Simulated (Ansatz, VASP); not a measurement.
# BiAs: VASP beside Ansatz, part 2 of 2

One calculation is typed for both programs; each brings its own data sets. How far apart do they land? The cell is generated by rule, not measured, and may not be a known phase. The cell is taken from a series of VASP runs on this material, whose earlier steps may have relaxed, scaled or displaced it; both programs get it as it stands. Valence electrons are named where the data sets of a main pair hold unlike numbers.

VASP 6.6.1 and Ansatz 0.2.0.

So far. Step 2 (VASP: band structure, PBEsol, spin-orbit coupling): The run ends at a pressure of -2.99 GPa.

The structure was built from a prototype and need not be the compound's stable phase.

**3. Ansatz: band structure, PBEsol, spin-orbit coupling**

Level of this step: Ansatz beside VASP: Kohn-Sham DFT, plane waves, PBEsol, spin-orbit coupling (Ansatz).

Ansatz runs on its fully relativistic PAW (standard-fr) files.

The same cell, functional, mesh and smearing now go to Ansatz, which takes its cutoff from its data sets.

input.yaml reads:

```yaml
crystal:
  lattice:
    - [3.69793, 0.0, 0.0]
    - [0.0, 3.69793, 0.0]
    - [0.0, 0.0, 3.69793]
  atoms:
    - { symbol: As, position: [0.0, 0.0, 0.0] }
    - { symbol: Bi, position: [0.5, 0.5, 0.5] }
hamiltonian:
  xc: pbesol
  pseudopotentials: { kind: paw_fr }
magnetization:
  noncollinear: true
  spin_orbit: true
kpoints:
  mp_grid: { grid: [8, 8, 8] }
  band_path:
    path:
      - [0.0, 0.0, 0.0]
      - [0.0, 0.1, 0.0]
      - [0.0, 0.2, 0.0]
      - [0.0, 0.3, 0.0]
      - [0.0, 0.43333, 0.0]
      - [0.0, 0.5, 0.0]
      - [0.1, 0.5, 0.0]
      - [0.2, 0.5, 0.0]
      - [0.33333, 0.5, 0.0]
      - [0.43333, 0.5, 0.0]
      - [0.5, 0.5, 0.0]
      - [0.36667, 0.36667, 0.0]
      - [0.26667, 0.26667, 0.0]
      - [0.16667, 0.16667, 0.0]
      - [0.06667, 0.06667, 0.0]
      - [0.03333, 0.03333, 0.03333]
      - [0.13333, 0.13333, 0.13333]
      - [0.23333, 0.23333, 0.23333]
      - [0.33333, 0.33333, 0.33333]
      - [0.46667, 0.46667, 0.46667]
      - [0.46667, 0.5, 0.46667]
      - [0.36667, 0.5, 0.36667]
      - [0.23333, 0.5, 0.23333]
      - [0.13333, 0.5, 0.13333]
      - [0.03333, 0.5, 0.03333]
      - [0.5, 0.5, 0.03333]
      - [0.5, 0.5, 0.16667]
      - [0.5, 0.5, 0.26667]
      - [0.5, 0.5, 0.36667]
      - [0.5, 0.5, 0.5]
    npoints: 1
scf:
  occupations: { method: gaussian, width: 0.02 }
  n_extra_bands: 14
output:
  forces: true
  stress: true
  eigenvalues: true
  write_density: true
  write_potential: true
  elf: true
  volumetric_format: npy
```

The run is started by

```
ansatz run input.yaml --threads 2 --pin off --max-ram 4608MiB --backend cpu --events-out ev --progress --plain --runs-dir out
```

Numbers of over 12 decimals in the logs are rounded to 6 here.

The log of the run:

```text
scf.n_extra_bands = 14 over 30 filled bands (N_el = 30.0): the run solves 44 bands
Engine: ansatz 0.2.0, aarch64-unknown-linux-gnu
Pseudopotentials: kind: paw_fr
Pseudopotential: As, paw_fr, valence charge 15, recommended cutoff 420 eV (normal), As.paw.azcp#standard-fr
Pseudopotential: Bi, paw_fr, valence charge 15, recommended cutoff 420 eV (normal), Bi.paw.azcp#standard-fr
Functional definition: PBEsol
  exchange = pbesol_x
  correlation = pbesol_c
non-collinear run that drives no moment, with spin-orbit: no starting moment large enough to seed its density (crystal.atoms[].spin), no starting occupations that ask for one, no magnetisation constraint and no magnetic field, so the semilocal B_xc is pinned to zero
Crystal: 2 atoms, lattice volume = 50.568 Å³
Basis set: ecut = 420 eV, 1021 PW (Γ), exchange–correlation on 50×50×50 points (8 copies of the dense FFT grid, shifted against one another)
Bands: 44, of which v1, the nominal top of the filled ones, is band 30 counted from 1 (29 counted from 0)
Symmetry: 48 space group operations + 48 with time reversal
Magnetic group: BNS 221.93 (UNI 1595), of the structure as read, at distance tolerance 3.7e-5 Å
k-points: 35 of 512
Projection manifold: j_resolved (fully-relativistic pseudo-atomic orbitals)
Non-local potential: As, projectors of the file, l = 0: 2, l = 1: 4, l = 2: 6, l = 3: 2
Non-local potential: Bi, projectors of the file, l = 0: 2, l = 1: 4, l = 2: 4, l = 3: 4
PAW form: soft (Blöchl's): semilocal exchange-correlation on the pseudo side does not see the compensation charge
PAW frozen core: As, regenerated for the run's functional, and the local potential with it (the file was generated under x = pbe(κ = 0.804, μ = 0.219515), c = pbe(β = 0.066725))
PAW frozen core: Bi, regenerated for the run's functional, and the local potential with it (the file was generated under x = pbe(κ = 0.804, μ = 0.219515), c = pbe(β = 0.066725))
PAW one-centre angular grid: As, 590 points (default); XC on 64 Gauss nodes
PAW one-centre angular grid: Bi, 590 points (default); XC on 64 Gauss nodes
Initial density: superposition of atomic densities (chi_scale 0.1, normalization cell, long waves kept (reshape's long-wave potential 0.00 eV rms))
Initial wavefunctions: pseudopotential atomic-orbital guess
Functional: x = pbesol(κ = 0.804, μ = 0.123457), c = pbesol(β = 0.046)
SCF iter   1: F=—  HF=-17095.530949 eV  |F-HF|=—  |Δ(HF+E_count)|=         —  Δρ=1.10e-2  dr2=5.96e-2  dr2_m=0.00e0 (ungated)  ethr=3.10e-3  |M|=0.00e0 ∫|m|=0.00e0 μB  |m|>n=0.0e0 m-floor=0.0e0 τ_xc=0.0e0  β_m=0.30  ⟨swp⟩=8.3  Hψ=3791  notcnv=0  defer=78
preconditioner: auto → Resta (q_TF=auto, 2.501 Å⁻¹)  ε∞=2.9  [insulator: Δε(μ)=0.038 eV  Ē_g=12.102 eV  σ=0.020 eV  W_gap=0.58  n_scr=18 (ndim 8)  ℏωp=16.5 eV  f_vac=0.000  D(μ)=2.36/eV (n_scr^D=18)  ε∞_Penn≈2.9]
spin=Noncollinear: Resta preconditioning applied to the charge; magnetization (m_x, m_y, m_z) channels mix plain (no charge-response kernel on spin).
SCF iter   2: F=—  HF=-17095.522131 eV  |F-HF|=—  |Δ(HF+E_count)|=   8.82e-3  Δρ=8.07e-3  dr2=3.26e-2  dr2_m=0.00e0 (ungated)  ethr=1.99e-4  |M|=0.00e0 ∫|m|=0.00e0 μB  |m|>n=0.0e0 m-floor=0.0e0 τ_xc=0.0e0  β_m=0.65  ⟨swp⟩=2.0  Hψ=1017  notcnv=0  defer=238
SCF iter   3: F=—  HF=-17095.513824 eV  |F-HF|=—  |Δ(HF+E_count)|=   8.31e-3  Δρ=1.07e-3  dr2=6.62e-4  dr2_m=0.00e0 (ungated)  ethr=1.09e-4  |M|=0.00e0 ∫|m|=0.00e0 μB  |m|>n=0.0e0 m-floor=0.0e0 τ_xc=0.0e0  β_m=0.64  ⟨swp⟩=2.3  Hψ=1041  notcnv=0  defer=244
SCF iter   4: F=—  HF=-17095.513613 eV  |F-HF|=—  |Δ(HF+E_count)|=   2.11e-4  Δρ=3.36e-4  dr2=6.54e-5  dr2_m=0.00e0 (ungated)  ethr=2.21e-6  |M|=0.00e0 ∫|m|=0.00e0 μB  |m|>n=0.0e0 m-floor=0.0e0 τ_xc=0.0e0  β_m=0.66  ⟨swp⟩=2.0  Hψ=1055  notcnv=0  defer=244
SCF iter   5: F=—  HF=-17095.513602 eV  |F-HF|=—  |Δ(HF+E_count)|=   1.15e-5  Δρ=1.05e-4  dr2=5.00e-6  dr2_m=0.00e0 (ungated)  ethr=2.18e-7  |M|=0.00e0 ∫|m|=0.00e0 μB  |m|>n=0.0e0 m-floor=0.0e0 τ_xc=0.0e0  β_m=0.69  ⟨swp⟩=2.0  Hψ=1143  notcnv=0  defer=244
SCF iter   6: F=—  HF=-17095.513602 eV  |F-HF|=—  |Δ(HF+E_count)|=   1.49e-7  Δρ=4.64e-5  dr2=8.32e-7  dr2_m=0.00e0 (ungated)  ethr=1.67e-8  |M|=0.00e0 ∫|m|=0.00e0 μB  |m|>n=0.0e0 m-floor=0.0e0 τ_xc=0.0e0  β_m=0.77  ⟨swp⟩=2.2  Hψ=1083  notcnv=0  defer=244
SCF iter   7: F=-17095.513602 eV  HF=-17095.513602 eV  |F-HF|=4.95e-8  |Δ(HF+E_count)|=   1.29e-7  Δρ=9.94e-6  dr2=5.58e-8  dr2_m=0.00e0 (ungated)  ethr=3.33e-10  |M|=0.00e0 ∫|m|=0.00e0 μB  |m|>n=0.0e0 m-floor=0.0e0 τ_xc=0.0e0  ⟨swp⟩=14.0  Hψ=5922  notcnv=0
SCF 1 converged in 7 iterations: F = -17095.513602 eV  dr2 = 5.58e-8
  greatest PAW one-centre occupation: 0.999 electrons in one spin orbital (limit 2), on the As atom at site 0 (counted from 0), in its partial waves of l = 2
NSCF: frozen V_eff on 30 k-points
SCF converged after 7 iterations
Magnetization: |M| = 0.0000 μB,  M = (+0.0000, +0.0000, +0.0000) μB
Absolute magnetization: 0.0000 μB (∫|m|)
  site 0: m = (+0.0000, +0.0000, +0.0000) μB, |m| = 0.0000 μB  (R = 1.32 Å)
  site 1: m = (+0.0000, +0.0000, +0.0000) μB, |m| = 0.0000 μB  (R = 1.32 Å)
Free energy (F): -17095.513602 eV
Harris-Foulkes:  -17095.513602 eV  (|F-HF|=4.95e-8)
Internal energy: -17095.512905 eV  (E = F + TS)
E sigma→0 (E₀):  -17095.513253 eV
Entropy (-TS):   -0.000697 eV (-0.348 meV/atom)
Fermi energy:    11.415556 eV
--- Per-component energies (eV) ---
  E_band       = -294.906539
  E_kinetic    = 405.125397
  E_local      = -2955.367481  (includes V_loc(G=0)·N_el)
  E_nonlocal   = -104.914873
  E_hartree    = 1319.943772
  E_xc         = -229.351229
  E_vxc        = -223.505605  (∫ρ·V_xc dr)
  E_paw        = -12343.526587  (= ΣΔE_a)
  E_vpaw       = -56.136921  (= ΣTr[D̂ρ^β])
  E_aug_tail   = -0.000382  (compensation charges beyond the density's cutoff)
  E_ewald      = -3188.493585
  E_core_change = 1.072064  (= ΣΔE_core)
  E_smearing   = -0.000697  (= −TS)
  E_closure    = -0.000000  (closes the sum)
  Σ components = -17095.513602   (vs F -17095.513602, Δ=0.00e0)
--- Forces (eV/Å), atoms counted from 1 ---
  atom   1  As    -0.00000000    -0.00000000     0.00000000
  atom   2  Bi     0.00000000    -0.00000000     0.00000000
  max |Σ_I F_I| component: 2.24e-28 eV/Å
--- Stress (GPa, compression-positive) ---
       -2.890086       0.000000       0.000000
        0.000000      -2.890086      -0.000000
        0.000000      -0.000000      -2.890086
  P = ⅓ Tr σ = -2.8901 GPa (-28.901 kbar)
--- Band table (eV; the first three rows and the last of 35) ---
  k-point 0: bands = [... 26 lower, 9.9953, 9.9953, 9.9953, 9.9953, 15.3542, 15.3542, 15.4671, 15.4671, ... 10 higher]
  k-point 1: bands = [... 26 lower, 9.9372, 9.9372, 10.1705, 10.1705, 14.8340, 14.8340, 15.6036, 15.6036, ... 10 higher]
  k-point 2: bands = [... 26 lower, 10.2120, 10.2120, 10.6787, 10.6787, 13.5576, 13.5576, 15.1969, 15.1969, ... 10 higher]
  k-point 34: bands = [... 26 lower, 8.8921, 8.8921, 9.0551, 9.0551, 9.0551, 9.0551, 9.6506, 9.6506, ... 10 higher]
```

Wall time 15 s (2 threads of Arm Neoverse V2, shared host); peak memory 0.52 GiB.

Reading the cycles: dr2 is the Hartree energy of the density residual (eV), the measure of convergence; HF is the Harris–Foulkes estimate of the energy, which meets the free energy F at convergence.

**4. Comparison**

Known differences besides the potentials themselves: spin-orbit coupling enters by fully relativistic files in Ansatz and inside the spheres in VASP; the data sets hold 30 valence electrons in Ansatz (on its fully relativistic PAW (standard-fr) files) and 20 in VASP; the cutoff is 420 eV in Ansatz and 400 eV in VASP; Ansatz makes its cores anew for this functional, VASP keeps those of its PBE data sets. Total energies have different zeros and are not compared.

Compared:

| quantity | Ansatz | VASP | difference |
| --- | --- | --- | --- |
| pressure (GPa) | -2.89 | -2.99 | +0.10 |

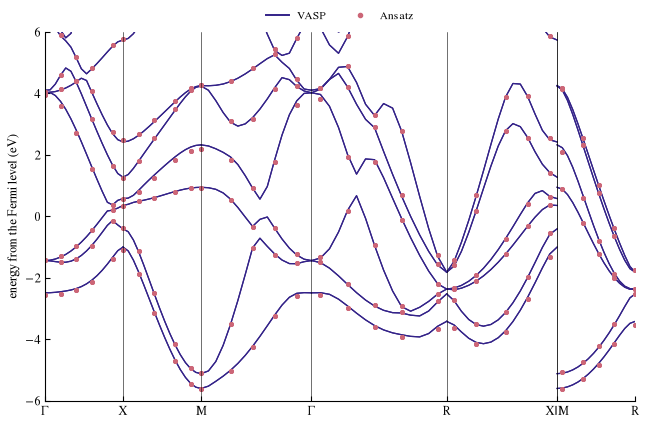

Bands from VASP (lines) and levels from Ansatz (dots). Dots without a line are higher empty bands that the VASP plot leaves out.

Levels from 3 eV below to 2 eV above the Fermi level differ by 39 meV r.m.s. and 115 meV at most; each VASP level is matched to the nearest of Ansatz, which flatters the figure a little. Ansatz's pressure holds a Pulay correction of 0.03 GPa; VASP's holds none.

**5. Outcome**

```yaml
r_m_s_difference_of_levels_near_the_fermi_level_band_structure_pbesol_spin_orbit_coupling: 39 meV
```

**Reading.** The r.m.s. difference of levels near the Fermi level is 39 meV (band structure, PBEsol, spin-orbit coupling), within the 80 meV picked in this series as the mark of a large difference. The data sets hold unlike numbers of valence electrons (30 in Ansatz and 20 in VASP), so part of the differences comes from the potentials. 1 further run of this series is not shown here. Such differences can come from data sets, numerical settings and the points named under the comparisons, not from the functional's error against experiment.

[Lines on the potential files, build, host, timing and source positions are cut from VASP's logs without a mark.]

[Logs are printed without paths, hosts, clocks, repeated set-up lines and the standing remarks that a program may print on its own settings, such as how far it seeks lower states.]

[Hosts, paths, dates, database ids (printed as entryN), source tags and the programs' standing remarks are cut or masked in the printed files.]
